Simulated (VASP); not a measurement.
Band structure of SnS (space group Cmcm). Method: PBEsol GGA, VASP's PBE PAW potentials (set 64) (plane waves; VASP).

Unless said otherwise, spin-orbit coupling is left out, though it shifts the bands of the heavy elements here.

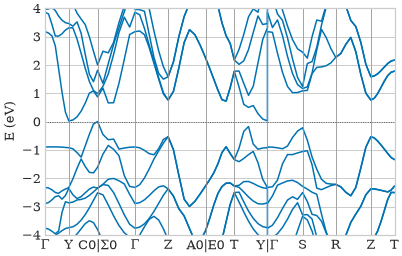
Figure. Bands along high-symmetry lines, zero at the valence-band maximum or, without a gap, the Fermi level

Task: Read the plot: is there a gap, and where are the band edges?

Result: The gap is indirect, 0.02 eV, from the valence maximum at C0 to the conduction minimum at Y. (Edges off the drawn lines would not show.)

The structure comes from a measured SnS entry (Cmcm) of the Crystallography Open Database, whose conditions weren't checked. It was relaxed first, which changed the volume by -7 %.
